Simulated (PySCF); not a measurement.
```xyz
10

N    -1.5990   -0.4718    0.1886
Si   -0.3798    0.7542   -0.0709
C     1.3077   -0.1276   -0.0141
F     1.2946   -1.3443   -0.6419
F     2.2309    0.6764   -0.5491
H    -2.4820   -0.2771    0.5603
H    -1.5183   -1.4482    0.0219
H    -0.4069    1.5003   -1.3303
H    -0.4368    1.8590    0.9106
H     1.6175   -0.3190    1.0295
```

Geometry: GFN2-xTB, MD frame at 250 fs, 300 K.

Computed with PBE0/pcSseg-1, SCF density, gas phase, non-relativistic (PySCF).

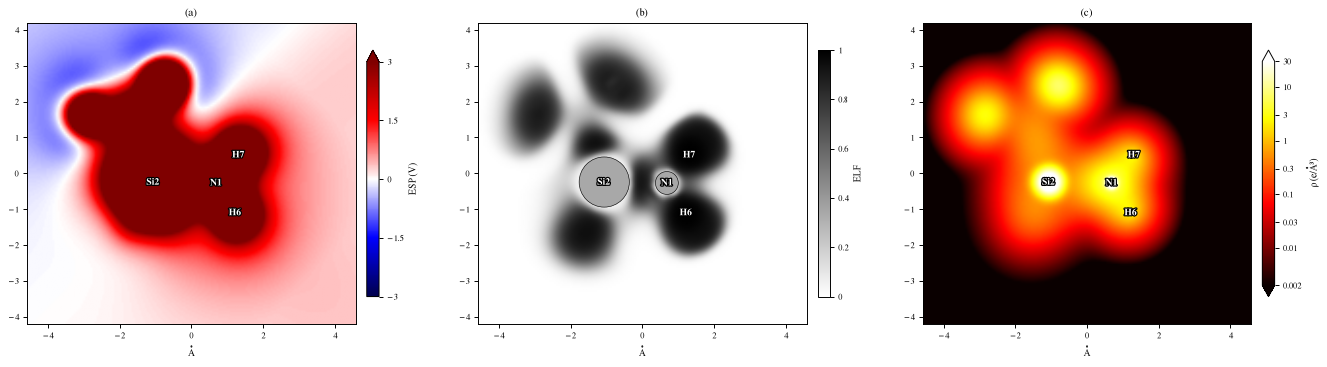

CH5F2NSi (SMILES N[SiH2]C(F)F). (a) molecular electrostatic potential; (b) electron localisation function; (c) total electron density on the plane of atoms H6, N1 and H7. Grey discs cover the atomic cores in the ELF map.

**What does the map show?**

- The plane passes through N, Si and H nuclei.
- Si–N (1.75 Å): the density is about 1 e/Å³ at the midpoint; the ELF peaks at about 0.90 between the atoms: a shared but strongly polarised pair.
- N–H (0.98 Å): ρ at the midpoint is about 3 e/Å³; the ELF climbs to about 1 towards the hydrogen, as it does in any bond to H; a covalent bond by its length.
- The ELF also peaks beside F5 and F4, away from the bonds: lone-pair regions.
- Outside the dense part of the molecule the potential is most negative (−1.0 V) near F4, which lies off the plane.
